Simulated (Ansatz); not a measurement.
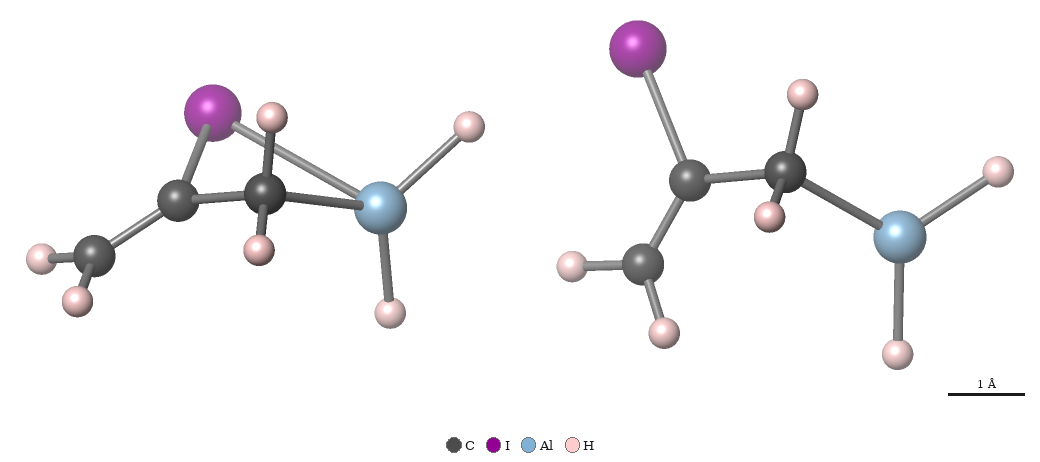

Two geometries of C$_{3}$H$_{6}$AlI (coarse preliminary run), drawn at one scale. One is the start of a relaxation, the other its converged end. A ball-and-stick model, seen face on.

Computed with RKS PBE-D4/def2-SVP (Ansatz 0.2.0). (force threshold 0.03 eV/Å; at most 200 steps)

> Which of the two is the end point?

The left one is the relaxed one. The start comes from a force field. Over 18 accepted moves (20 points after the start) the energy falls by 11.4 kcal/mol. The largest force component goes from 3.2 to 0.023 eV/Å. The line search rejected the trial steps at points 15, 19 of the run. The largest move after the best rigid fit is that of the I atom, 1.71 Å. Largest moves by element: I 1.71 Å, H 1.19 Å, C 0.50 Å, Al 0.46 Å. Among the contacts that change: Al–I 4.393 → 2.936 Å, C–I 2.116 → 2.212 Å, C–C 1.550 → 1.474 Å, C–H 1.175 → 1.110 Å. New bonds form: Al–I (4.39 → 2.94 Å). Bond angles that change, for instance: C–C–C 123.2° → 134.0°, I–C–C 117.9° → 108.2°, Al–C–H 108.2° → 117.7°. Groups turn about C–C by about 55°.
